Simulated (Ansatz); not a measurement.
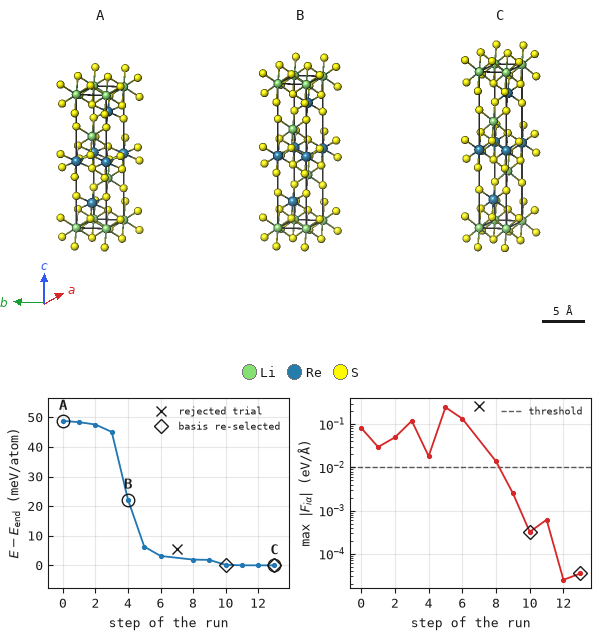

Frames of a relaxation of solid LiReS$_{2}$ (built on the layered alpha-NaFeO2 type), marked on the history of the run. The picture is a ball-and-stick view of the conventional cell (3 times the calculation's cell), seen from a free direction. Lengths and directions refer to the drawn axes.

Case: layered alpha-NaFeO2 type (R-3m, No. 166).

These are results of DFT PBE, scalar-relativistic, plane waves, PAW (Ansatz), not measurements.

Input
```yaml
crystal:
  lattice:
    - [1.8072772736, 1.0434320204, 5.7025211391]
    - [-1.8072772736, 1.0434320204, 5.7025211391]
    - [0.0, -2.0868640408, 5.7025211391]
  atoms:
    - { symbol: Li, position: [0.0, 0.0, 0.0] }
    - { symbol: Re, position: [0.5, 0.5, 0.5] }
    - { symbol: S, position: [0.2388301406, 0.2388301406, 0.2388301406] }
    - { symbol: S, position: [0.7611698594, 0.7611698594, 0.7611698594] }
basis:
  ecutwfc: 420
kpoints:
  mp_grid: { grid: [18, 18, 18] }
hamiltonian:
  xc: pbe
scf:
  occupations: { method: gaussian, width: 0.1 }
output:
  forces: true
  stress: true
  eigenvalues: true
relax:
  adjacent_minimum: "off"
  f_tol: 0.01
  max_steps: 80
  cell: { stress_tol: 0.05 }
```

Command:
```bash
ansatz run input.yaml --threads 1 --pin off --max-ram 2560MiB --backend cpu --events-out ev --progress --plain --runs-dir out
```

Question: What happens along the run?

Answer: The largest moves relative to the cell, 0.12 Å, are those of S3 and S4. S4 goes along −c. Li and Re stay in place. The drawn cell changes as follows: a = b 3.615 → 3.259 Å (−9.8 %), c 17.108 → 20.059 Å (+17.3 %); the volume changes by −4.7 %. Among the contacts that change: Li1–S3 2.640 → 2.590 Å, Re2–S3 2.425 → 2.446 Å. Bond angles that change, for instance: Re2–S4–Re2 96.4° → 83.6°, S3–Re2–S4 83.6° → 96.4°, S3–Re2–S3 96.4° → 83.6°. The space group stays R-3m (No. 166). Over 10 accepted moves (13 points after the start) the energy falls by 48.8 meV per atom. The largest force component goes from 0.082 to under 0.0001 eV/Å. The pressure goes from 0.24 to 0.00 GPa. The line search rejected the trial step at point 7 of the run. The SCF was repeated twice at an unchanged geometry on a basis and grid sized afresh for the cell, which shifted the energy by 1.7 meV per atom at most. The run took 7.7 min on 1 thread of Arm Neoverse V2, with other jobs on the host, peak memory 0.82 GiB. From step 0 to 4: S atoms move most (0.11 Å), volume −2.9 %, energy −26.6 meV per atom. From step 4 to 13: volume −1.9 %, energy −22.2 meV per atom.

```
step  E − E(0), meV/atom  largest force component, eV/Å  pressure, GPa  volume, Å³/atom                      note
   0                0.00                         0.0816           0.24           16.130                          
   1               -0.45                         0.0296          -0.01           16.125                          
   2               -1.24                         0.0495           0.08           16.076                          
   3               -3.74                         0.1194          -0.02           16.004                          
   4              -26.64                         0.0181          -0.76           15.667                          
   5              -42.48                         0.2456           0.21           15.116                          
   6              -45.65                         0.1336           1.27           15.193                          
   7              -43.35                         0.2570          -2.10           15.495                  rejected
   8              -46.88                         0.0137          -0.09           15.364                          
   9              -46.97                         0.0025          -0.01           15.341                          
  10              -48.64                         0.0003           0.17           15.341  same geometry, new basis
  11              -48.80                         0.0006           0.03           15.367                          
  12              -48.81                         0.0000           0.00           15.374                          
  13              -48.82                         0.0000           0.00           15.374  same geometry, new basis
```
